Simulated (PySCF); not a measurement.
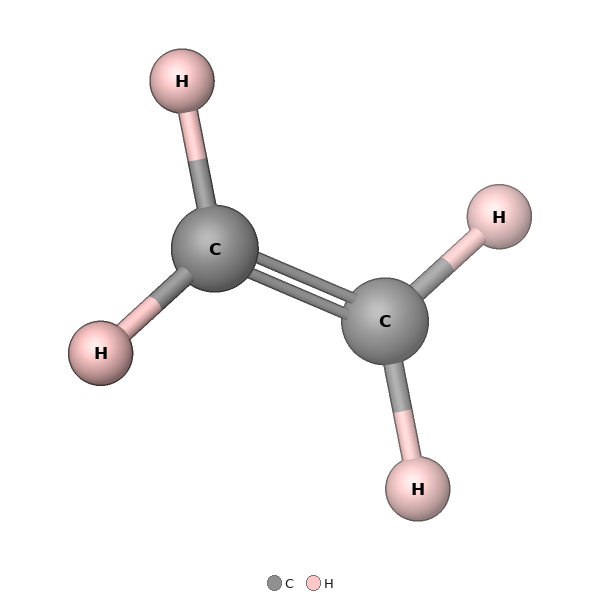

Source: calculation with PySCF.

Orthographic view. Distant atoms are faded towards the background colour. Geometry: a fixed input geometry, not necessarily a minimum.

### Give the standard InChI.

InChI=1S/C2H4/c1-2/h1-2H2
